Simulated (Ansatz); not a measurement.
## Run report: BH2F, geometry relaxation

BH2F, computed with RKS B3LYP-D4/cc-pVDZ (Ansatz 0.2.0).

It belongs to a series of runs on one base structure; here: end point B relaxed. Figures and captions count atoms from 1; the log counts them from 0 in places.

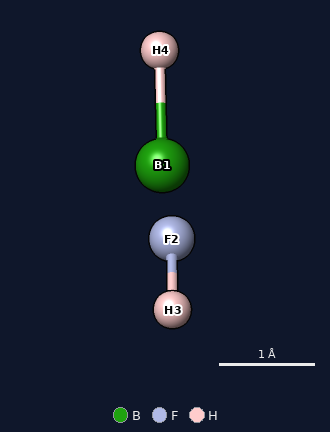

The structure as given in the input (ball-and-stick view, seen at an oblique angle; atoms are numbered from 1 in the order of the input). Bond lengths as drawn: B–H 1.24 Å and F–H 0.93 Å.

The input:
```yaml
crystal:
  periodic: [false, false, false]
  atoms:
    - { symbol: B, position_ang: [-0.231513, 0.0, -0.849681] }
    - { symbol: F, position_ang: [1.108405, 0.0, 1.279685] }
    - { symbol: H, position_ang: [1.694534, 0.0, 0.557502] }
    - { symbol: H, position_ang: [-1.335126, 0.0, -0.273806] }
basis:
  gaussian: { orbitals: cc-pVDZ }
hamiltonian:
  xc: b3lyp
  dispersion: d4
relax:
  f_tol: 0.03
  max_steps: 50
```

Hardware: 1 thread of Arm Neoverse V1, 24 GiB of memory available, shared host.

Launch command:
```bash
ansatz run input.yaml --threads 1 --pin off --max-ram 2048MiB --backend cpu --events-out ev --progress --plain --runs-dir out
```

Log:
```
The last accepted step is kept in [file] (removed where the run ends without a failure and the disk answers)
Engine: ansatz 0.2.0, aarch64-unknown-linux-gnu
Functional definition: B3LYP
  parameter a0 = 0.2
  parameter ax = 0.72
  parameter ac = 0.81
  exchange = (1 - a0 - ax)*slater_x + ax*b88_x + a0*exact_x
  correlation = (1 - ac)*vwn_rpa_c + ac*lyp_c
403 factors; integrals over basis functions are off by at most 4.0e-4 eV
mean field evaluation 1: about -3420.3665 eV, gradient 2.8e1 eV
mean field evaluation 2: about -3418.9559 eV, gradient 4.3e1 eV
mean field evaluation 4: about -3421.6299 eV, gradient 3.3e-1 eV
mean field evaluation 8: about -3421.6296 eV, gradient 2.5e-3 eV
mean field -3421.62962095 eV, -125.7425693059 hartree, gradient 2.5e-5 eV, S^2 0.000000; 0 other end points of the search recorded, 0 dependent functions left out
the calculation of the forces begins
reference -3421.62979563 eV, -125.7425757254 hartree; 8, 8 occupied and 30, 30 virtual orbitals, 403 factors
relax step   1: F+E_penalty+E_count = -3421.66894286 eV  Δ(F+E_penalty+E_count) = +0.000e0 eV  max|allowed force component| = 3.200e-1 eV/Å  Δτ_max = 0.0000 Å  (23 SCF iters, accepted)
these checks for a lower state are left out or cut short: starts, cluster_reference, orbital_swaps, neighbouring_geometries, increment
403 factors; integrals over basis functions are off by at most 6.0e-4 eV
mean field evaluation 16: about -3421.6964 eV, gradient 1.7e-1 eV
mean field -3421.69597983 eV, -125.7450079500 hartree, gradient 2.3e-5 eV, S^2 0.000000; 0 other end points of the search recorded, 0 dependent functions left out
[... from here on the field's lines of each further geometry are left out, up to the last ...]
relax step   2: F+E_penalty+E_count = -3421.73675778 eV  Δ(F+E_penalty+E_count) = -6.781e-2 eV  max|allowed force component| = 3.152e-1 eV/Å  Δτ_max = 0.1951 Å  (25 SCF iters, accepted)
relax step   3: F+E_penalty+E_count = -3421.77066114 eV  Δ(F+E_penalty+E_count) = -3.390e-2 eV  max|allowed force component| = 4.647e-1 eV/Å  Δτ_max = 0.1913 Å  (26 SCF iters, accepted)
relax step   4: F+E_penalty+E_count = -3421.76981422 eV  Δ(F+E_penalty+E_count) = +8.469e-4 eV  max|allowed force component| = 7.979e-1 eV/Å  Δτ_max = 0.0589 Å  (22 SCF iters, rejected (line search))
relax step   5: F+E_penalty+E_count = -3421.78390689 eV  Δ(F+E_penalty+E_count) = -1.325e-2 eV  max|allowed force component| = 1.408e-1 eV/Å  Δτ_max = 0.0288 Å  (23 SCF iters, accepted)
relax step   6: F+E_penalty+E_count = -3421.78616951 eV  Δ(F+E_penalty+E_count) = -2.263e-3 eV  max|allowed force component| = 1.051e-1 eV/Å  Δτ_max = 0.0318 Å  (23 SCF iters, accepted)
relax step   7: F+E_penalty+E_count = -3421.78724861 eV  Δ(F+E_penalty+E_count) = -1.079e-3 eV  max|allowed force component| = 7.285e-2 eV/Å  Δτ_max = 0.0121 Å  (23 SCF iters, accepted)
relax step   8: F+E_penalty+E_count = -3421.79062787 eV  Δ(F+E_penalty+E_count) = -3.379e-3 eV  max|allowed force component| = 1.152e-1 eV/Å  Δτ_max = 0.0516 Å  (23 SCF iters, accepted)
relax step   9: F+E_penalty+E_count = -3421.80608319 eV  Δ(F+E_penalty+E_count) = -1.546e-2 eV  max|allowed force component| = 5.000e-1 eV/Å  Δτ_max = 0.0616 Å  (23 SCF iters, accepted)
relax step  10: F+E_penalty+E_count = -3421.89530113 eV  Δ(F+E_penalty+E_count) = -8.922e-2 eV  max|allowed force component| = 1.338e0 eV/Å  Δτ_max = 0.0701 Å  (26 SCF iters, accepted)
relax step  11: F+E_penalty+E_count = -3422.36795786 eV  Δ(F+E_penalty+E_count) = -4.727e-1 eV  max|allowed force component| = 3.173e0 eV/Å  Δτ_max = 0.1079 Å  (27 SCF iters, accepted)
relax step  12: F+E_penalty+E_count = -3424.14182703 eV  Δ(F+E_penalty+E_count) = -1.774e0 eV  max|allowed force component| = 4.919e0 eV/Å  Δτ_max = 0.1951 Å  (27 SCF iters, accepted)
relax step  13: F+E_penalty+E_count = -3425.93173971 eV  Δ(F+E_penalty+E_count) = -1.790e0 eV  max|allowed force component| = 2.967e0 eV/Å  Δτ_max = 0.1964 Å  (27 SCF iters, accepted)
relax step  14: F+E_penalty+E_count = -3426.68294323 eV  Δ(F+E_penalty+E_count) = -7.512e-1 eV  max|allowed force component| = 9.210e-1 eV/Å  Δτ_max = 0.1954 Å  (25 SCF iters, accepted)
relax step  15: F+E_penalty+E_count = -3426.60161752 eV  Δ(F+E_penalty+E_count) = +8.133e-2 eV  max|allowed force component| = 3.351e0 eV/Å  Δτ_max = 0.1391 Å  (25 SCF iters, rejected (line search))
relax step  16: F+E_penalty+E_count = -3426.76575594 eV  Δ(F+E_penalty+E_count) = -8.281e-2 eV  max|allowed force component| = 2.292e-1 eV/Å  Δτ_max = 0.0690 Å  (21 SCF iters, accepted)
relax step  17: F+E_penalty+E_count = -3426.76940289 eV  Δ(F+E_penalty+E_count) = -3.647e-3 eV  max|allowed force component| = 4.610e-2 eV/Å  Δτ_max = 0.0165 Å  (21 SCF iters, accepted)
the calculation of the forces begins
reference -3426.73528503 eV, -125.9301990003 hartree; 8, 8 occupied and 30, 30 virtual orbitals, 403 factors
relax step  18: F+E_penalty+E_count = -3426.76943868 eV  Δ(F+E_penalty+E_count) = -3.579e-5 eV  max|allowed force component| = 2.468e-3 eV/Å  Δτ_max = 0.0012 Å  (16 SCF iters, accepted)
403 factors; integrals over basis functions are off by at most 4.8e-4 eV
mean field evaluation 128: about -3426.7351 eV, gradient 2.1e-5 eV
```

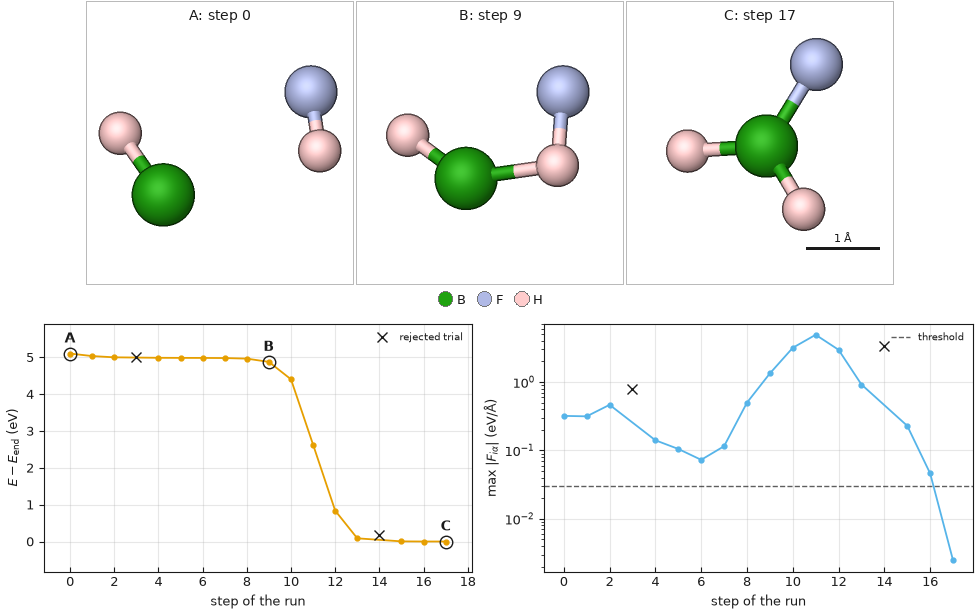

Frames of the relaxation (ball-and-stick view, seen at a tilt) above the curves, on which the letters mark them (the first geometry is step 0 here and step 1 in the log).

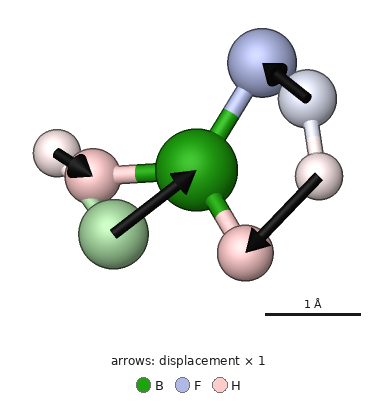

Start (faint) and end (solid) with the displacements as black arrows, at true length (ball-and-stick view, seen at a tilt). The two geometries are laid on each other by the best rigid fit. The largest move after the best rigid fit is that of H3, 1.12 Å. By element the largest moves are H 1.12 Å, B 1.11 Å, F 0.73 Å. Distances before and after: F2–H3 0.930 → 2.172 Å, B1–F2 2.516 → 1.333 Å, B1–H3 2.385 → 1.207 Å, B1–H4 1.245 → 1.207 Å. New bonds form: B1–F2 (2.52 → 1.33 Å), B1–H3 (2.39 → 1.21 Å). Bonds break: F2–H3 (0.93 → 2.17 Å). After 17 geometry steps the energy has fallen by 5.100 eV. Largest force component: 0.32 eV/Å at the start, 0.0025 eV/Å at the end. The line search rejected the trial steps at points 3, 14 (counted from 0) and went back. (Atoms are counted from 1 in the order of the input.)

```
mean field -3426.73512087 eV, -125.9301929677 hartree, gradient 2.1e-5 eV, S^2 0.000000; 1 other end points of the search recorded, 0 dependent functions left out
the calculation of the forces begins
reference -3426.73528503 eV, -125.9301990003 hartree; 8, 8 occupied and 30, 30 virtual orbitals, 403 factors
Total energy: -3426.76960284 eV, -125.9314601564 hartree
Atom 0 at     0.304292    -0.000000     0.124193 Å, force     0.000110    -0.000000     0.001516 eV/Å
Atom 1 at     0.421441    -0.000002     1.451877 Å, force    -0.000209     0.000000    -0.002468 eV/Å
Atom 2 at     1.321136     0.000001    -0.525237 Å, force    -0.001249    -0.000000     0.000593 eV/Å
Atom 3 at    -0.810569     0.000001    -0.337132 Å, force     0.001348    -0.000000     0.000359 eV/Å
Dipole moment:    -0.011882     0.000000    -0.134708 e Å
```

Trajectory as extended XYZ (Å, eV, eV/Å), 18 frames, from step=1 to step=18:
```
4
Properties=species:S:1:pos:R:3:forces:R:3 step=1 energy=-3421.66894
B    -0.2315    0.0000   -0.8497    0.1863   0.0000   0.1967
F     1.1084    0.0000    1.2797   -0.2574   0.0000   0.1232
H     1.6945    0.0000    0.5575    0.0670   0.0000  -0.3200
H    -1.3351    0.0000   -0.2738    0.0040   0.0000   0.0001
4
Properties=species:S:1:pos:R:3:forces:R:3 step=2 energy=-3421.73676
B    -0.1155    0.0000   -0.7666    0.0061   0.0000   0.3152
F     1.0598    0.0000    1.2655   -0.0418   0.0000  -0.0972
H     1.5336    0.0000    0.4472   -0.0664   0.0000  -0.0873
H    -1.2416    0.0000   -0.2325    0.1021   0.0000  -0.1307
4
Properties=species:S:1:pos:R:3:forces:R:3 step=3 energy=-3421.77066
B    -0.0291    0.0000   -0.5959    0.4647   0.0000  -0.3193
F     1.0570    0.0000    1.2490   -0.1431   0.0000   0.3699
H     1.4085    0.0000    0.3424    0.0235   0.0000  -0.3110
H    -1.2001    0.0000   -0.2818   -0.3451   0.0000   0.2604
4
Properties=species:S:1:pos:R:3:forces:R:3 step=4 energy=-3421.76981 accepted=F
B     0.0294    0.0000   -0.6026   -0.7979   0.0000   0.1892
F     1.0276    0.0000    1.2442   -0.1362   0.0000   0.2445
H     1.3623    0.0000    0.3133    0.2279   0.0000  -0.2190
H    -1.1830    0.0000   -0.2412    0.7062   0.0000  -0.2147
4
Properties=species:S:1:pos:R:3:forces:R:3 step=5 energy=-3421.78391
B    -0.0077    0.0000   -0.6105    0.0564   0.0000   0.0085
F     1.0403    0.0000    1.2540    0.0096   0.0000  -0.1408
H     1.3892    0.0000    0.3271   -0.0952   0.0000   0.0941
H    -1.1855    0.0000   -0.2570    0.0292   0.0000   0.0382
4
Properties=species:S:1:pos:R:3:forces:R:3 step=6 energy=-3421.78617
B     0.0104    0.0000   -0.6087   -0.0658   0.0000   0.0580
F     1.0173    0.0000    1.2416   -0.0693   0.0000   0.0776
H     1.3702    0.0000    0.3168    0.0885   0.0000  -0.1051
H    -1.1617    0.0000   -0.2359    0.0466   0.0000  -0.0305
4
Properties=species:S:1:pos:R:3:forces:R:3 step=7 energy=-3421.78725
B     0.0145    0.0000   -0.6022   -0.0409   0.0000   0.0510
F     1.0065    0.0000    1.2361   -0.0458   0.0000   0.0460
H     1.3726    0.0000    0.3122    0.0497   0.0000  -0.0728
H    -1.1574    0.0000   -0.2323    0.0370   0.0000  -0.0241
4
Properties=species:S:1:pos:R:3:forces:R:3 step=8 energy=-3421.79063
B     0.0391    0.0000   -0.5686    0.0100   0.0000   0.0426
F     0.9605    0.0000    1.2128   -0.0251   0.0000   0.0975
H     1.3699    0.0000    0.2860    0.0100   0.0000  -0.1152
H    -1.1332    0.0000   -0.2165    0.0052   0.0000  -0.0248
4
Properties=species:S:1:pos:R:3:forces:R:3 step=9 energy=-3421.80608
B     0.0745    0.0000   -0.5182    0.0652   0.0000   0.1968
F     0.9086    0.0000    1.1910   -0.1826   0.0000   0.3845
H     1.3552    0.0000    0.2433    0.1148   0.0000  -0.5000
H    -1.1020    0.0000   -0.2024    0.0026   0.0000  -0.0813
4
Properties=species:S:1:pos:R:3:forces:R:3 step=10 energy=-3421.89530
B     0.1113    0.0000   -0.4586    0.2193   0.0000   0.6904
F     0.8565    0.0000    1.1804   -0.6208   0.0000   0.8586
H     1.3388    0.0000    0.1868    0.4175   0.0000  -1.3375
H    -1.0703    0.0000   -0.1949   -0.0159   0.0000  -0.2114
4
Properties=species:S:1:pos:R:3:forces:R:3 step=11 energy=-3422.36796
B     0.1631    0.0000   -0.3640    0.5168   0.0000   2.2151
F     0.7589    0.0000    1.1740   -1.6771   0.0000   1.5895
H     1.3362    0.0000    0.0869    1.2730   0.0000  -3.1726
H    -1.0219    0.0000   -0.1832   -0.1127   0.0000  -0.6320
4
Properties=species:S:1:pos:R:3:forces:R:3 step=12 energy=-3424.14183
B     0.2280    0.0000   -0.2220    0.3895   0.0000   4.9189
F     0.5914    0.0000    1.2158   -2.1192   0.0000   0.6826
H     1.3750    0.0000   -0.1043    2.0080   0.0000  -4.1643
H    -0.9582    0.0000   -0.1758   -0.2783   0.0000  -1.4372
4
Properties=species:S:1:pos:R:3:forces:R:3 step=13 energy=-3425.93174
B     0.2738    0.0000   -0.0350   -0.2744   0.0000   1.0224
F     0.4780    0.0000    1.2571   -0.7158   0.0000   2.9666
H     1.4359    0.0000   -0.2911    0.0378   0.0000  -2.7652
H    -0.9514    0.0000   -0.2173    0.9524   0.0000  -1.2238
4
Properties=species:S:1:pos:R:3:forces:R:3 step=14 energy=-3426.68294
B     0.2873    0.0000    0.0700    0.7713   0.0000   0.9210
F     0.4228    0.0000    1.4088   -0.1158   0.0000  -0.1425
H     1.3931    0.0000   -0.4817   -0.8943   0.0000  -0.2767
H    -0.8670    0.0000   -0.2834    0.2388   0.0000  -0.5018
4
Properties=species:S:1:pos:R:3:forces:R:3 step=15 energy=-3426.60162 accepted=F
B     0.3463    0.0000    0.1832   -2.0934   0.0000  -3.3507
F     0.4039    0.0000    1.4547    0.4297   0.0000   2.6611
H     1.2716    0.0000   -0.5494    0.9420   0.0000   0.0392
H    -0.7855    0.0000   -0.3747    0.7217   0.0000   0.6503
4
Properties=species:S:1:pos:R:3:forces:R:3 step=16 energy=-3426.76576
B     0.3014    0.0000    0.1120    0.1271  -0.0005   0.2292
F     0.4210    0.0000    1.4405   -0.0111   0.0001   0.0458
H     1.3322    0.0000   -0.5140   -0.0695   0.0002  -0.1229
H    -0.8182    0.0000   -0.3248   -0.0465   0.0002  -0.1520
4
Properties=species:S:1:pos:R:3:forces:R:3 step=17 energy=-3426.76940
B     0.3045   -0.0001    0.1244   -0.0070   0.0013   0.0245
F     0.4215    0.0000    1.4531   -0.0019  -0.0004  -0.0461
H     1.3210    0.0000   -0.5261   -0.0045  -0.0005   0.0111
H    -0.8107    0.0000   -0.3377    0.0133  -0.0005   0.0105
4
Properties=species:S:1:pos:R:3:forces:R:3 step=18 energy=-3426.76944
B     0.3043    0.0000    0.1242    0.0001   0.0000   0.0015
F     0.4214    0.0000    1.4519   -0.0002   0.0000  -0.0025
H     1.3211    0.0000   -0.5252   -0.0012   0.0000   0.0006
H    -0.8106    0.0000   -0.3371    0.0013   0.0000   0.0004
```

Summary:

```json
{"quantity": "outcome", "value": "converged"}
{"quantity": "total energy", "value": "−3426.7696 eV"}
{"quantity": "mean-field energy", "value": "−3426.7353 eV"}
{"quantity": "largest force (length of the vector) at the end", "value": "0.002 eV/Å"}
{"quantity": "wall time", "value": "12 s"}
{"quantity": "peak memory", "value": "0.093 GiB"}
```
